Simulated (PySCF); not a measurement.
## Electronic structure of C6H8NSi (doublet) in real space

```csv
atom,x (Å),y (Å),z (Å)
C,3.1164,-0.7509,-0.4087
C,2.5296,0.2758,0.1945
C,1.0935,0.4153,0.2604
N,0.4879,1.3983,0.8372
C,-0.9395,1.2051,0.7054
C,-1.1247,-0.0802,-0.0627
Si,-2.7723,-0.8308,-0.5313
C,0.1227,-0.5017,-0.2976
H,4.1871,-0.8522,-0.4566
H,2.5303,-1.5261,-0.8763
H,3.0963,1.0640,0.6694
H,-1.3872,1.1598,1.7010
H,-1.3697,2.0638,0.1847
H,-2.8867,-2.1611,0.0686
H,-2.8678,-0.9189,-1.9894
H,-3.8235,0.0485,-0.0102
```

Geometry: GFN2-xTB.

The calculation used UKS B3LYP, pcH-1 on C H N Si, non-relativistic, mean-field spin-orbit, GIAO in PySCF.

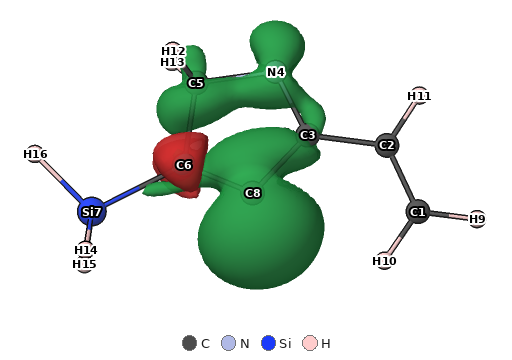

Figure 1. Isosurfaces of the spin density at +0.015 (green) and −0.015 e/Å³ (red), seen across its widest extent.

Question: Where is the unpaired spin?

Answer: The unpaired spin (1 electron) lies mostly on C8 (about 0.8), in electrons by Hirshfeld's partition.

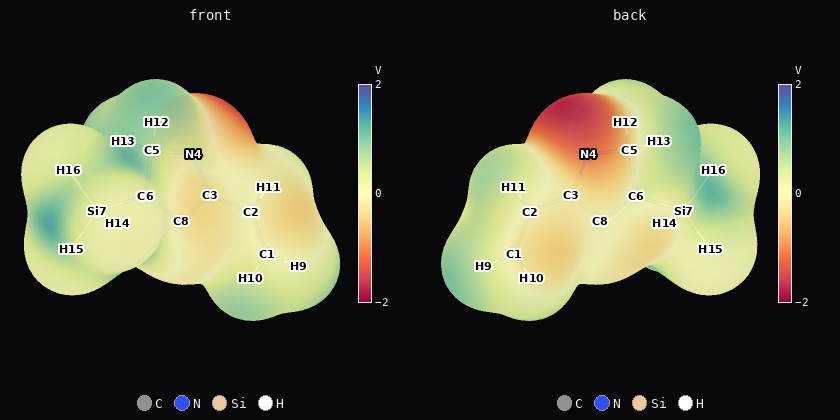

Figure 2. The electrostatic potential painted on the density surface at 0.002 e/bohr³, seen from the front and from behind; the colour scale runs from red (negative) to blue (positive).

Question: Which sites attract a positive test charge, and which a negative one?

Answer: A positive charge is drawn to the negative regions and a negative charge to the positive ones. The most negative region (about −1.8 V) lies over N4, the most positive (about +1.3 V) over Si7. N4 is the likeliest acceptor of a hydrogen bond.
